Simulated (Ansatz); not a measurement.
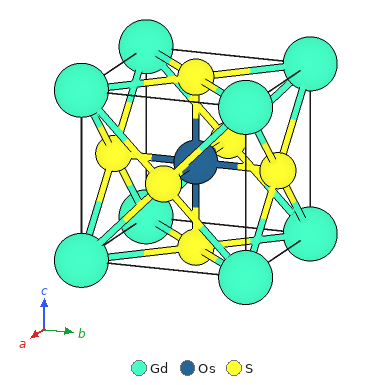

Structure drawing (ball-and-stick), viewed slightly off an axis. Lines trace the edges of the simulation cell.

```xyz
5
Lattice="4.6810 0.0000 0.0000 0.0000 4.6810 0.0000 0.0000 0.0000 4.6810" Properties=species:S:1:pos:R:3 pbc="T T T"
Gd    4.6810    0.0000    0.0000
Os    2.3405    2.3405    2.3405
S     0.0000    2.3405    2.3405
S     2.3405    2.3405    4.6810
S     2.3405    4.6810    2.3405
```

Setup: DFT PBE, scalar-relativistic, plane waves, PAW in Ansatz; 420 eV cutoff, k-points on an 8×8×8 grid, Gaussian smearing of 0.1 eV, collinear spins. The state is ferromagnetic.

**What does a Bader analysis give?**

Gd +1.83 e; Os +0.84 e; S -0.89 e.

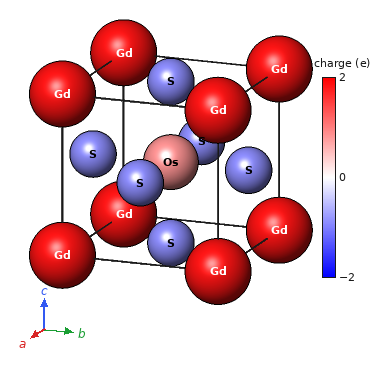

The atoms coloured by those charges.

Its origin is a structure type filled with these elements by a generator (whether the compound takes this form wasn't checked). Earlier steps of the study may have refined or changed the cell and positions. Ansatz was used for an electronic-structure calculation on it.
